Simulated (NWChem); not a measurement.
# U-wB97X/6-31G(d) (spherical functions) run of BNH3O (SMILES N[B]O)

What is the vertical ionisation energy of BNH3O at U-wB97X/6-31G* (spherical functions)? 

The results are computed with NWChem 7.3.0.

2 further runs of the same task are left out: 2 that didn't finish.

## (1) The system as given

The species is BNH3O (6 atoms), meant as a doublet with charge 0. SMILES: `N[B]O`. The shape is that of a PBE0-D4/def2-TZVP optimisation. This is one conformer, not always the lowest.

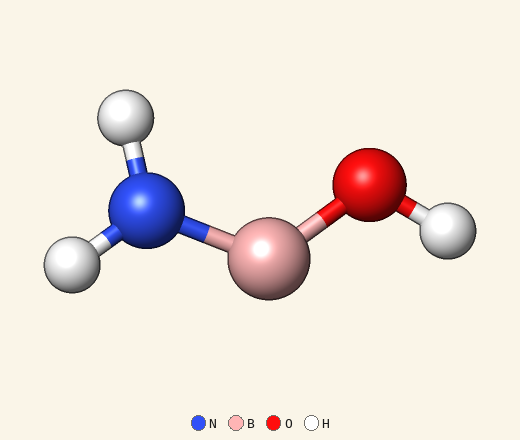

Viewed from a chosen angle; nitrogen blue, boron pink, oxygen red, hydrogen white.

## (2) A single-point energy at U-wB97X/6-31G(d) (spherical functions)

The input, work.nw:

```
start work
memory 2200 mb

geometry noautosym nocenter noautoz
 N       -0.781300       0.184600      -0.560400
 B        0.032600      -0.490400       0.341500
 O        1.270200      -0.047100       0.684600
 H       -1.694900      -0.139800      -0.815500
 H       -0.498900       1.042700      -1.012000
 H        1.714300      -0.614000       1.315700
end

basis spherical bse
 * library 6-31G*
end

dft
 xc wb97x
 mult 2
 grid xfine
 convergence energy 1e-08
 maxiter 100
 mulliken
 print low
end

task dft energy
```

The run is started by

```sh
$ nwchem work.nw > work.out
```

What it wrote:

```text
[...]
 d= 0,ls=0.0,diis     1   -156.5192309609 -2.18D+02  1.00D-02  1.37D-01     2.0
[...]
 d= 0,ls=0.0,diis    11   -156.5878224933 -2.13D-09  6.80D-07  3.54D-10    22.5
[...]
         Total DFT energy =     -156.587822493340
      One electron energy =     -334.685150824996
           Coulomb energy =      137.374305476558
    Exchange-Corr. energy =      -20.715441649769
 Nuclear repulsion energy =       61.438464504867
[...]
      Total Density - Mulliken Population Analysis
     ---------------------------------------------
    Atom       Charge   Shell Charges
 -----------   ------   -------------------------------------------------------
    1 N    7     7.75   2.00  0.75  2.57  0.78  1.64  0.02
    2 B    5     4.79   2.00  0.49  1.31  0.47  0.41  0.10
    3 O    8     8.57   2.00  0.89  2.95  0.89  1.81  0.02
    4 H    1     0.66   0.50  0.15
    5 H    1     0.67   0.50  0.17
    6 H    1     0.57   0.47  0.09
[...]
      <S2> =      0.7522 (Exact =     0.7500)
[...]
```

It took 23 s on 1 thread of Intel Xeon 6975P-C (Granite Rapids), shared host; peak memory 0.12 GiB.

## (3) The singlet cation

The input, work.nw:

```
start work
title "BH3NO wB97X"
memory stack 880 mb heap 220 mb global 1100 mb
charge 1

geometry noautosym nocenter noautoz
  N    -0.781300    0.184600   -0.560400
  B     0.032600   -0.490400    0.341500
  O     1.270200   -0.047100    0.684600
  H    -1.694900   -0.139800   -0.815500
  H    -0.498900    1.042700   -1.012000
  H     1.714300   -0.614000    1.315700
end

basis "ao basis" spherical bse
  * library 6-31G*
end

dft
  xc wb97x
  grid xfine
  convergence energy 1e-08
  iterations 100
  mulliken
  print low
end

task dft
```

The run is started by

```sh
$ nwchem work.nw > work.out
```

What it wrote:

```text
[...]
 d= 0,ls=0.0,diis     1   -156.0406035108 -2.17D+02  2.78D-02  2.57D+00     1.7
[...]
 d= 0,ls=0.0,diis    11   -156.3029603681 -8.73D-10  2.87D-07  5.28D-10    17.1
         Total DFT energy =     -156.302960368072
      One electron energy =     -327.943868785382
           Coulomb energy =      130.555712415711
    Exchange-Corr. energy =      -20.353268503268
 Nuclear repulsion energy =       61.438464504867
[...]
      Total Density - Mulliken Population Analysis
     ---------------------------------------------
    Atom       Charge   Shell Charges
 -----------   ------   -------------------------------------------------------
    1 N    7     7.73   2.00  0.75  2.57  0.80  1.59  0.02
    2 B    5     4.23   2.00  0.56  1.21  0.15  0.21  0.11
    3 O    8     8.44   2.00  0.92  2.91  0.89  1.69  0.02
    4 H    1     0.57   0.49  0.09
    5 H    1     0.54   0.47  0.07
    6 H    1     0.49   0.45  0.05
[...]
```

Run time: 18 s. Hardware: 1 thread of Intel Xeon 6975P-C (Granite Rapids), shared host; peak memory 0.12 GiB.

## (4) What came out

Level: U-wB97X/6-31G* (spherical functions).

| quantity | value |
| --- | --- |
| doublet BNH3O: total energy | -156.58782 Eh |
| doublet BNH3O: ⟨S²⟩ | 0.752 |
| singlet cation: total energy | -156.30296 Eh |
| vertical ionisation energy (to the singlet cation) | 7.751 eV |

What this shows: Removing an electron at fixed nuclei costs 7.75 eV (179 kcal/mol). Only the singlet of the ionised species was computed; a triplet could lie lower. Mulliken charges (doublet BNH3O) run from -0.75 on N1 to +0.43 on H6; they depend strongly on the basis. Mulliken charges (singlet cation) run from -0.73 on N1 to +0.77 on B2.
